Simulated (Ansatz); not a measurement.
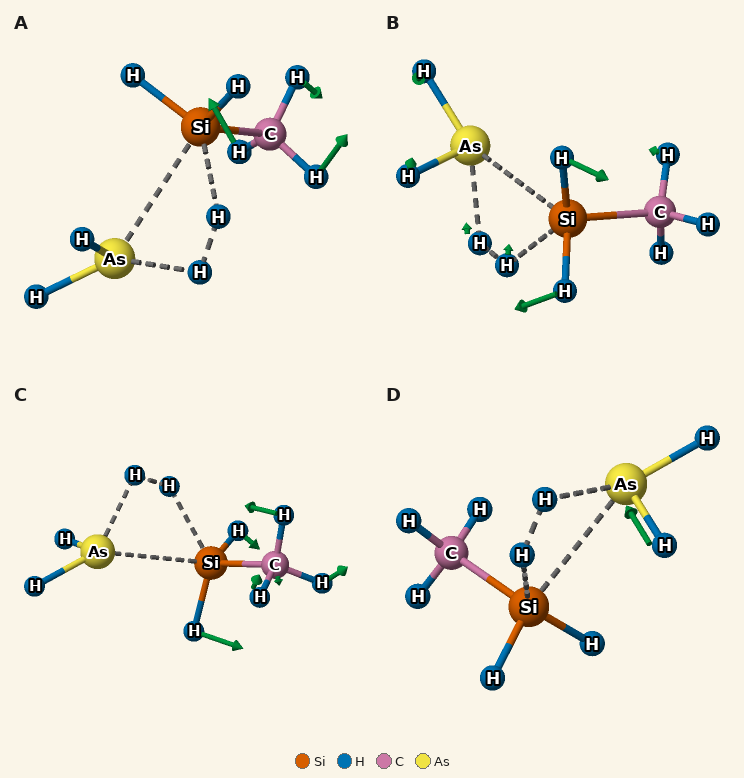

4 normal modes of one molecule or complex, as arrows. Broken sticks mark bonds that form or break. Harmonic vibrations computed with RKS PBE0-D4/def2-TZVP (Ansatz 0.2.0) at a stationary point of the same level. It is a saddle point of order 1.

Match the panels to the wavenumbers 646 cm⁻¹, 866 cm⁻¹, 1452 cm⁻¹, 2246 cm⁻¹.

Answer. A: 1452 cm⁻¹
B: 646 cm⁻¹
C: 866 cm⁻¹
D: 2246 cm⁻¹
